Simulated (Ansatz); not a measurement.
# What NaSbSe3 (model cell, started as cubic perovskite with Sb in the octahedra) distorts into

Aim: this structure of NaSbSe3 (model cell, started as cubic perovskite with Sb in the octahedra) is to be tested for unstable modes, and one is followed downhill.

Program: Ansatz 0.2.0. Level of theory: DFT r2SCAN, scalar-relativistic, plane waves, PAW; PAW set soft_1. Results are calculated unless marked as measured.

The structure was built from a prototype and need not be the compound's stable phase.

## 1. The structure

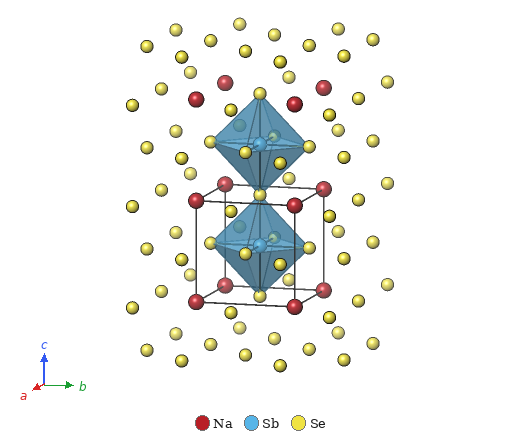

The cell as given, slightly off an axis (sodium red, antimony blue, selenium yellow). 1×1×2 cells are drawn. Some periodic images of atoms are drawn too.

## 2. Zone-centre response

The cell comes from relaxations at this level that are not shown. The zone centre is the only wavevector solved here; it holds the modes that light can see, as far as symmetry allows. No field response is asked, since the mesh shows no gap.

input.yaml reads:

```yaml
crystal:
  lattice:
    - [5.3266782176, 0.0, 0.0]
    - [0.0, 5.3266782176, 0.0]
    - [0.0, 0.0, 5.3266782176]
  atoms:
    - { symbol: Na, position: [0.0, 0.0, 0.0] }
    - { symbol: Sb, position: [0.5, 0.5, 0.5] }
    - { symbol: Se, position: [0.5, 0.5, 0.0] }
    - { symbol: Se, position: [0.5, 0.0, 0.5] }
    - { symbol: Se, position: [0.0, 0.5, 0.5] }
kpoints:
  mp_grid: { grid: [8, 8, 8] }
hamiltonian:
  xc: r2scan
  pseudopotentials: { kind: paw, azcp: { folder: soft_1 } }
scf:
  occupations: { method: methfessel_paxton, width: 0.2 }
output:
  eigenvalues: true
phonons:
  method: dfpt
```

Launch:

```console
> ansatz run input.yaml --threads 8 --pin off --max-ram 16384MiB --backend cpu --events-out ev --progress --plain --runs-dir out
```

Numbers of over 12 decimals in the logs are rounded to 6 here.

The log of the run:

```text
Engine: ansatz 0.2.0, aarch64-unknown-linux-gnu
Pseudopotentials: kind: paw
Pseudopotential: Na, paw, valence charge 9, recommended cutoff 500 eV (meta_gga), soft_1/Na.paw.azcp
Pseudopotential: Sb, paw, valence charge 15, recommended cutoff 500 eV (meta_gga), soft_1/Sb.paw.azcp
Pseudopotential: Se, paw, valence charge 16, recommended cutoff 500 eV (meta_gga), soft_1/Se.paw.azcp
Functional definition: r2SCAN
  parameter k0 = 0.174
  parameter k1 = 0.065
  parameter a1 = 4.9479
  exchange = r2scan_x(k0 = k0, k1 = k1, a1 = a1)
  correlation = r2scan_c
Crystal: 5 atoms, lattice volume = 151.137 Å³
Basis set: ecut = 500 eV, 3887 PW (Γ), exchange–correlation on 320×320×320 points (512 copies of the dense FFT grid, shifted against one another)
Bands: 44, of which v1, the nominal top of the filled ones, is band 36 counted from 1 (35 counted from 0)
Symmetry: 48 space group operations
k-points: 170 of 512 (irreducible under 2 space group operations, time reversal used)
Non-local potential: Na, projectors of the file, l = 0: 3, l = 1: 2, l = 2: 1
Non-local potential: Sb, projectors of the file, l = 0: 2, l = 1: 2, l = 2: 2, l = 3: 1
Non-local potential: Se, projectors of the file, l = 0: 2, l = 1: 2, l = 2: 3, l = 3: 1
PAW form: soft (Blöchl's): semilocal exchange-correlation on the pseudo side does not see the compensation charge
PAW frozen core: Na, regenerated for the run's functional (the file was generated under x = pbe(κ = 0.804, μ = 0.219515), c = pbe(β = 0.066725))
PAW frozen core: Sb, regenerated for the run's functional (the file was generated under x = pbe(κ = 0.804, μ = 0.219515), c = pbe(β = 0.066725))
PAW frozen core: Se, regenerated for the run's functional (the file was generated under x = pbe(κ = 0.804, μ = 0.219515), c = pbe(β = 0.066725))
PAW one-centre angular grid: Na, 302 points (default); XC on 317 of its mesh's 2451 points in the sphere
PAW one-centre angular grid: Sb, 590 points (default); XC on 160 Gauss nodes
PAW one-centre angular grid: Se, 590 points (default); XC on 160 Gauss nodes
Initial density: superposition of atomic densities (chi_scale 0.1, normalization cell, long waves kept (reshape's long-wave potential 0.02 eV rms))
Initial wavefunctions: pseudopotential atomic-orbital guess
Functional: x = r2scan, c = r2scan; τ floored in thin density (d = 2e-4 eV/Å³)
iter 1 solved again at ethr=2.98e-3 eV; its pass at ethr=3.10e-3 eV (dr2=2.15e0 eV) is discarded
SCF iter   1: F=—  HF=-24423.683539 eV  |F-HF|=—  |Δ(HF+E_count)|=         —  Δρ=4.10e-2  dr2=2.14e0  dr2_τ=7.66e-3  ethr=2.98e-3  ⟨swp⟩=1.0  Hψ=38603  notcnv=0
preconditioner: auto → LDOS  [metal: Δε(μ)=0.015 eV  Ē_g=9.955 eV  σ=0.200 eV  W_gap=0.06  n_scr=32 (ndim 8)  ℏωp=14.8 eV  f_vac=0.098  D(μ)=3.21/eV (n_scr^D=18)  β→1.0]
SCF iter   2: F=—  HF=-24423.191912 eV  |F-HF|=—  |Δ(HF+E_count)|=   4.92e-1  S|Δr|=    0.00e0  Δρ=2.51e-2  dr2=4.20e-1  dr2_τ=2.53e-3  ethr=2.98e-3  ⟨swp⟩=3.9  Hψ=19256  notcnv=0  defer=115
SCF iter   3: F=—  HF=-24422.939037 eV  |F-HF|=—  |Δ(HF+E_count)|=   2.53e-1  S|Δr|=    0.00e0  Δρ=3.04e-3  dr2=9.96e-3  dr2_τ=1.86e-4  ethr=5.83e-4  ⟨swp⟩=2.0  Hψ=15371  notcnv=0  defer=335
SCF iter   4: F=—  HF=-24422.940881 eV  |F-HF|=—  |Δ(HF+E_count)|=   1.84e-3  S|Δr|=    0.00e0  Δρ=4.01e-4  dr2=3.17e-4  dr2_τ=1.22e-5  ethr=1.38e-5  ⟨swp⟩=2.0  Hψ=13241  notcnv=0  defer=335
SCF iter   5: F=—  HF=-24422.941075 eV  |F-HF|=—  |Δ(HF+E_count)|=   1.94e-4  S|Δr|=    0.00e0  Δρ=4.51e-5  dr2=1.40e-6  dr2_τ=1.47e-7  ethr=4.40e-7  ⟨swp⟩=2.0  Hψ=9211  notcnv=0  defer=335
SCF iter   6: F=—  HF=-24422.941080 eV  |F-HF|=—  |Δ(HF+E_count)|=   4.71e-6  S|Δr|=    0.00e0  Δρ=9.87e-6  dr2=1.65e-7  dr2_τ=8.49e-9  ethr=1.94e-9  ⟨swp⟩=2.1  Hψ=13395  notcnv=0  defer=335
SCF iter   7: F=—  HF=-24422.941080 eV  |F-HF|=—  |Δ(HF+E_count)|=   6.47e-8  S|Δr|=    0.00e0  Δρ=3.65e-6  dr2=1.63e-8  dr2_τ=6.15e-10  ethr=2.29e-10  ⟨swp⟩=2.1  Hψ=13092  notcnv=0  defer=335
SCF iter   8: F=—  HF=-24422.941080 eV  |F-HF|=—  |Δ(HF+E_count)|=   3.18e-8  S|Δr|=    0.00e0  Δρ=8.01e-7  dr2=8.57e-10  dr2_τ=3.13e-11  ethr=2.27e-11  ⟨swp⟩=2.0  Hψ=13349  notcnv=0  defer=335
SCF iter   9: F=—  HF=-24422.941080 eV  |F-HF|=—  |Δ(HF+E_count)|=   1.08e-9  S|Δr|=    0.00e0  Δρ=1.83e-7  dr2=6.53e-11  dr2_τ=7.92e-13  ethr=1.19e-12  ⟨swp⟩=2.0  Hψ=10559  notcnv=0  defer=335
SCF iter  10: F=-24422.941080 eV  HF=-24422.941080 eV  |F-HF|=3.64e-12  |Δ(HF+E_count)|=  1.82e-11  S|Δr|=    0.00e0  Δρ=4.60e-8  dr2=2.61e-12  dr2_τ=1.35e-13  ethr=1.00e-12  ⟨swp⟩=13.6  Hψ=39975  notcnv=0
SCF 1 converged in 10 iterations: F = -24422.941080 eV  dr2 = 2.61e-12
  greatest PAW one-centre occupation: 1.002 electrons in one spin orbital (limit 2), on the Na atom at site 0 (counted from 0), in its partial waves of l = 0
DFPT response loops at Γ: preconditioner auto → none (partly filled bands, converged f_vac=0.199); β = 0.50; Broyden in place of MSR1
SCF converged after 10 iterations
Stability not checked: this state was not tested for a lower state beside it, because cold or Methfessel-Paxton smearing, or corrected tetrahedra, fill the levels in a way that the test cannot read (fill_not_monotonic; see scf.lower_state_search)
Free energy (F): -24422.941080 eV
Harris-Foulkes:  -24422.941080 eV  (|F-HF|=3.64e-12)
Internal energy: -24422.942458 eV  (E = F + TS)
E sigma→0 (E₀):  -24422.941424 eV
Entropy (-TS):   0.001378 eV (0.276 meV/atom)
Fermi energy:    4.696790 eV
--- Per-component energies (eV) ---
  E_band       = -1778.004351
  E_kinetic    = 605.726281
  E_local      = -12475.688275  (includes V_loc(G=0)·N_el)
  E_nonlocal   = -392.883187
  E_hartree    = 5989.267785
  E_xc         = -366.736754
  E_vxc        = -438.249697  (∫ρ·V_xc dr)
  E_paw        = -11289.912074  (= ΣΔE_a)
  E_vpaw       = -1081.154740  (= ΣTr[D̂ρ^β])
  E_aug_tail   = -0.000012  (compensation charges beyond the density's cutoff)
  E_vtau       = 25.709806  (kinetic-family band-sum trace: ∫τ·v_τ [+ j·A + Jᵃ·Aᵃ] dr)
  E_ewald      = -6487.901731
  E_core_change = -4.814490  (= ΣΔE_core)
  E_smearing   = 0.001378  (= −TS)
  E_closure    = -0.000000  (closes the sum)
  Σ components = -24422.941080   (vs F -24422.941080, Δ=0.00e0)
--- Band table (eV; the first three rows and the last of 170) ---
  k-point 0: bands = [... 32 lower, 4.0606, 4.0606, 4.0720, 4.0720, 4.0720, 7.8662, 10.6250, 10.6250, ... 4 higher]
  k-point 1: bands = [... 32 lower, 3.9596, 3.9916, 4.0087, 4.0717, 4.0717, 8.1018, 10.6744, 10.8261, ... 4 higher]
  k-point 2: bands = [... 32 lower, 3.7156, 3.8896, 3.9070, 4.0833, 4.0833, 8.6698, 9.9369, 10.8074, ... 4 higher]
  k-point 169: bands = [... 32 lower, 3.4601, 5.1967, 5.1967, 5.1967, 5.7632, 5.7632, 5.7632, 7.9860, ... 4 higher]
--- Phonons (Γ-DFPT): 4 representative perturbations + reference, on 170 of 512 k-points (Σ response iterations 28) ---
  k mesh reduced under 2 symmetry operations, with k and −k counted as one. Each operation leaves every solved perturbation unchanged. A smaller set is not considered because the functional reads the kinetic-energy density
  ASR residual: 1.163e-4 → 0.000e0 eV/Å²; symmetrization residual: 1.341e-5 eV/Å²
  ASR residual per site (eV/Å²): 1.16e-4 4.94e-5 3.77e-5 3.77e-5 3.77e-5
  Γ frequencies (cm⁻¹): -86.08 -86.08 -86.08 -51.79 -51.79 -51.79 -46.20 -46.20 -46.20 0.00 0.00 0.00 123.75 123.75 123.75
  non-analytic LO–TO correction: not included (Born effective charges unavailable; polar crystals: no LO–TO splitting at Γ)
```

The job ended after 4 min (8 threads of Arm Neoverse V2, shared host; peak memory 10 GiB).

Reading the cycles: dr2 is the Hartree energy of the density residual (eV), the measure of convergence; HF is the Harris–Foulkes estimate of the energy, which meets the free energy F at convergence.

This step gave:

- volume per atom: 30.23 Å³
- gap on the k-mesh: 0 eV
- sum-rule residual before enforcement: 1.16e-4 eV/Å²
- point group: m-3m
- highest optical mode at the zone centre (no LO-TO term): 123.8 cm⁻¹
- lowest optical zone-centre mode: -86.08 cm⁻¹

Patterns of degenerate modes are one choice out of their space. The modes at Γ (shares of kinetic energy by element, %) (negative means imaginary):

| mode | frequency (cm⁻¹) | symmetry | Na % | Sb % | Se % |
| --- | --- | --- | --- | --- | --- |
| 1 | -86.1 | T1u | 27 | 25 | 48 |
| 2 | -86.1 | T1u | 27 | 25 | 48 |
| 3 | -86.1 | T1u | 27 | 25 | 48 |
| 4 | -51.8 | T2u | 0 | 0 | 100 |
| 5 | -51.8 | T2u | 0 | 0 | 100 |
| 6 | -51.8 | T2u | 0 | 0 | 100 |
| 7 | -46.2 | T1u | 67 | 26 | 7 |
| 8 | -46.2 | T1u | 67 | 26 | 7 |
| 9 | -46.2 | T1u | 67 | 26 | 7 |
| 10 | 0.0 | acoustic | 6 | 32 | 62 |
| 11 | 0.0 | acoustic | 6 | 32 | 62 |
| 12 | 0.0 | acoustic | 6 | 32 | 62 |
| 13 | 123.8 | T1u | 0 | 17 | 83 |
| 14 | 123.8 | T1u | 0 | 17 | 83 |
| 15 | 123.8 | T1u | 0 | 17 | 83 |

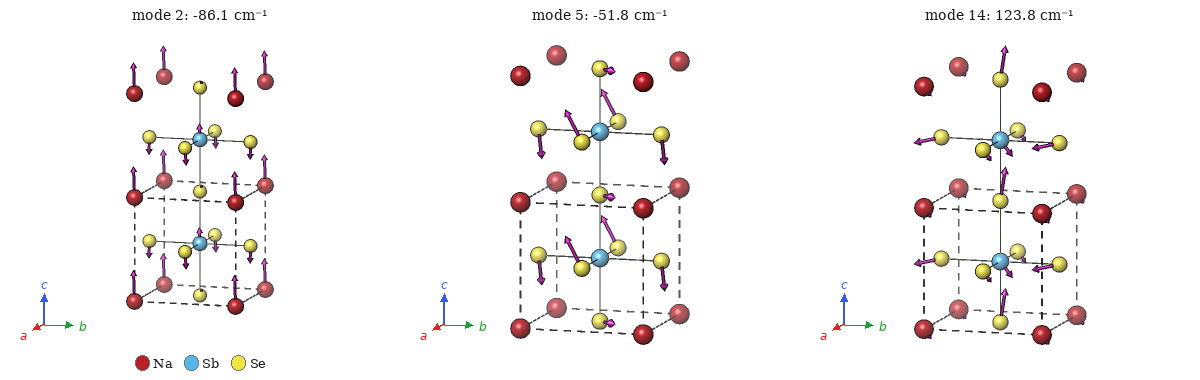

Displacement patterns of modes 2, 5 and 14 at Γ; arrows are exaggerated. 1×1×2 cells are drawn. Some periodic images of atoms are drawn too.

Before it was imposed, the acoustic sum rule was missed by 1.2e-4 eV/Å². Small misses are needed for a sound result but don't prove that mesh and cutoff are converged. The lowest optical mode is imaginary, 86.1i cm⁻¹, so the energy falls along it.

## 3. The mode frozen in, largest atomic shift 0 Å

The mode followed lies at Γ with frequency 86.1i cm⁻¹ and is 3-fold degenerate, the softest among the wavevectors solved. At small amplitude the distorted cell has space group no. 38 by a symmetry search on the positions. The undistorted cell that holds it gives the zero of energy on the same k mesh.

Edit input.yaml of step 2 so:

```diff
@@ -19,4 +19,4 @@
 output:
+  forces: true
+  stress: true
   eigenvalues: true
-phonons:
-  method: dfpt
```

The log of the run:

```text
[...]
Crystal: 5 atoms, lattice volume = 151.137 Å³
Basis set: ecut = 500 eV, 3887 PW (Γ), exchange–correlation on 160×160×160 points (64 copies of the dense FFT grid, shifted against one another)
Bands: 44, of which v1, the nominal top of the filled ones, is band 36 counted from 1 (35 counted from 0)
Symmetry: 48 space group operations
[...]
k-points: 35 of 512
[...]
k-point 0: bands = [... 32 lower, 4.0606, 4.0606, 4.0719, 4.0719, 4.0719, 7.8662, 10.6249, 10.6249, ... 4 higher]
  k-point 1: bands = [... 32 lower, 3.9596, 3.9915, 4.0087, 4.0717, 4.0717, 8.1019, 10.6744, 10.8261, ... 4 higher]
  k-point 2: bands = [... 32 lower, 3.7155, 3.8895, 3.9070, 4.0833, 4.0833, 8.6698, 9.9369, 10.8073, ... 4 higher]
  k-point 34: bands = [... 32 lower, 3.4601, 5.1967, 5.1967, 5.1967, 5.7631, 5.7631, 5.7631, 7.9860, ... 4 higher]
[key lines of the parts left out:]
SCF converged after 7 iterations
Free energy (F): -24422.941079 eV
Fermi energy:    4.696766 eV
P = ⅓ Tr σ = 0.0078 GPa (0.078 kbar)
```

The job ended after 4.2 s (8 threads; peak memory 1 GiB; 31 s of CPU time).

Numbers from this step:

| Item | Value |
| --- | --- |
| pressure | 0.007764 GPa |
| energy from the undistorted cell | 0 meV/atom |

The run ends at a pressure of 0.01 GPa.

## 4. The mode frozen in, largest atomic shift 0.6 Å

The atoms are moved along the unstable eigenvector, the largest shift by 0.6 Å, with the cell fixed.

input.yaml, the sections that differ from step 3:

```yaml
crystal:
  lattice:
    - [5.3266782176, 0.0, 0.0]
    - [0.0, 5.3266782176, 0.0]
    - [0.0, 0.0, 5.3266782176]
  atoms:
    - { symbol: Na, position: [0.0, -0.0796489015, -0.0796489015] }
    - { symbol: Sb, position: [0.5, 0.4667083964, 0.4667083964] }
    - { symbol: Se, position: [0.5, 0.5402489894, -0.0059808077] }
    - { symbol: Se, position: [0.5, -0.0059808077, 0.5402489894] }
    - { symbol: Se, position: [0.0, 0.5402489894, 0.5402489894] }
# kpoints, hamiltonian, scf, output: as in step 3
```

The log of the run:

```text
[...]
Crystal: 5 atoms, lattice volume = 151.137 Å³
Basis set: ecut = 500 eV, 3887 PW (Γ), exchange–correlation on 160×160×160 points (64 copies of the dense FFT grid, shifted against one another)
Bands: 44, of which v1, the nominal top of the filled ones, is band 36 counted from 1 (35 counted from 0)
Symmetry: 4 space group operations
[...]
k-point 0: bands = [... 32 lower, 3.9963, 4.0138, 4.0941, 4.1051, 4.1107, 7.9396, 9.2277, 9.3841, ... 4 higher]
  k-point 1: bands = [... 32 lower, 3.8263, 3.9020, 4.0662, 4.0860, 4.1514, 8.1610, 9.3530, 9.5400, ... 4 higher]
  k-point 2: bands = [... 32 lower, 3.6320, 3.7164, 4.0365, 4.0856, 4.1441, 8.7085, 9.5340, 9.6149, ... 4 higher]
  k-point 104: bands = [... 32 lower, 3.4747, 4.8903, 5.0437, 5.1973, 5.9091, 6.1269, 6.6271, 7.6624, ... 4 higher]
[key lines of the parts left out:]
SCF converged after 8 iterations
Free energy (F): -24423.186723 eV
Fermi energy:    4.705151 eV
P = ⅓ Tr σ = 0.4098 GPa (4.098 kbar)
```

Run time: 17 s. Hardware: 8 threads; peak memory 1.2 GiB.

This step gave:

| Item | Value |
| --- | --- |
| pressure | 0.4098 GPa |
| energy from the undistorted cell | -49.31 meV/atom |

The energy, extrapolated to zero smearing, is -49.31 meV/atom against the undistorted cell.

The run ends at a pressure of 0.41 GPa, with forces up to 0.33 eV/Å.

## 5. Energy along the mode, all amplitudes (two of the runs are shown above)

An imaginary frequency means negative curvature, so the energy should fall and then rise again as anharmonic terms take over.

This step gave:

```yaml
depth_at_the_lowest_point_sampled: 49.31 meV/atom
largest_atomic_shift_at_that_point: 0.6 Å
```

Energy from the parent against largest atomic shift:

| largest atomic shift (Å) | energy from the parent (meV/atom) |
| --- | --- |
| 0.000 | 0 |
| 0.040 | -0.374 |
| 0.080 | -1.49 |
| 0.140 | -4.49 |
| 0.220 | -10.7 |
| 0.320 | -21.2 |
| 0.450 | -36.5 |
| 0.600 | -49.3 |

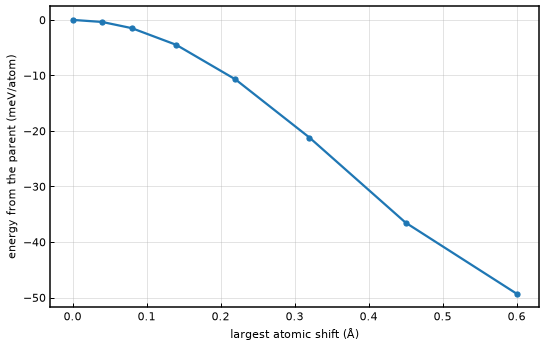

Energy from the parent against largest atomic shift.

Displacement at unit largest shift by atom:

| atom | x (Å) | y (Å) | z (Å) | size |
| --- | --- | --- | --- | --- |
| Na1 | 0.000 | -0.707 | -0.707 | 1.000 |
| Sb2 | 0.000 | -0.296 | -0.296 | 0.419 |
| Se3 | 0.000 | 0.357 | -0.053 | 0.361 |
| Se4 | 0.000 | -0.053 | 0.357 | 0.361 |
| Se5 | 0.000 | 0.357 | 0.357 | 0.505 |

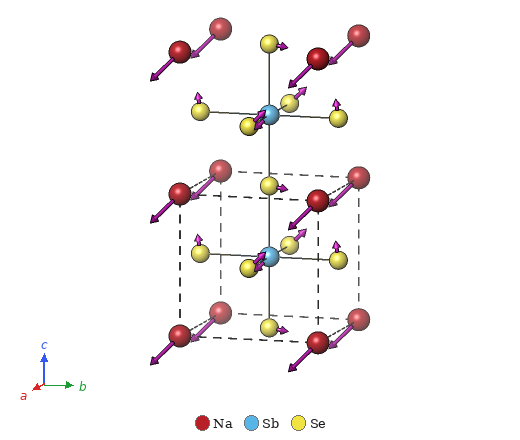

Displacement at unit largest shift as arrows, the longest 1.000 Å. 1×1×2 cells are drawn. Some periodic images of atoms are drawn too.

The lowest of the steps tried is the last one, at 0.6 Å, 49.3 meV/atom below the parent; the bottom of the well need not coincide with a step.

(Continued in part 2 of 3.)

[Logs are printed without paths, hosts, clocks, repeated set-up lines and the standing remarks that a program may print on its own settings, such as how far it seeks lower states.]

[Hosts, paths, dates, database ids (printed as entryN), source tags and the programs' standing remarks are cut or masked in the printed files.]
